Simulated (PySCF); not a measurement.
Input file:

```
{"job": {"kind": "nmr", "xc": "PBE0", "basis": "pcSseg-1"}, "charge": 0, "multiplicity": 1}
Si    -1.221902    -1.177205    -0.322763
O      0.086463    -2.115455    -0.024959
O     -1.311716    -0.574550    -1.849068
O     -2.576031    -2.055140    -0.047624
S     -1.173325     0.495182     1.082497
Si     0.777699     1.071397     0.554527
O      1.930211    -0.072915     0.923252
O      1.228743     2.455902     1.317347
O      0.829672     1.145324    -1.108361
H      0.853441    -1.682306     0.379346
H     -0.669455     0.138268    -1.991334
H     -3.309128    -1.847748    -0.635000
H      2.254127    -0.064476     1.830589
H      0.555723     3.134835     1.425497
H      1.712718     1.072786    -1.489956
```

Launched as:

```sh
OMP_NUM_THREADS=1 python probes_run.py task.json out
```

Geometry: PBE0-D3(BJ)/def2-SVP.

Theory: PBE0/pcSseg-1, SCF density, gas phase, non-relativistic (PySCF 2.14.0).

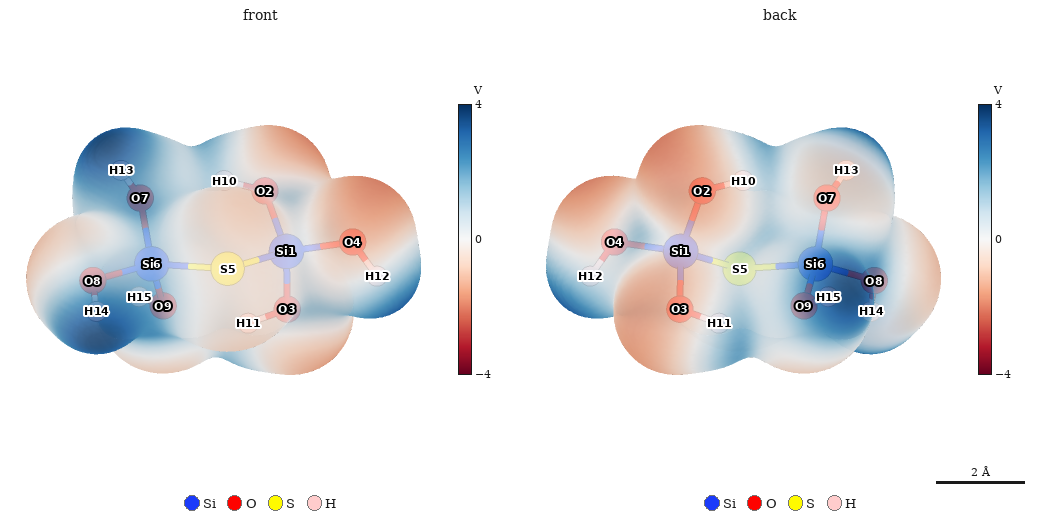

H6O6SSi2. The molecular electrostatic potential painted on the density surface at 0.004 e/bohr³, seen from the front and from behind; red is negative and blue positive.

Where is the surface potential most negative and most positive?

The most negative region (about −1.9 V, or −44 kcal/mol for a unit charge) lies over O2 and O4, the most positive (about +3.8 V, or +88 kcal/mol for a unit charge) over H13, H14 and H15.
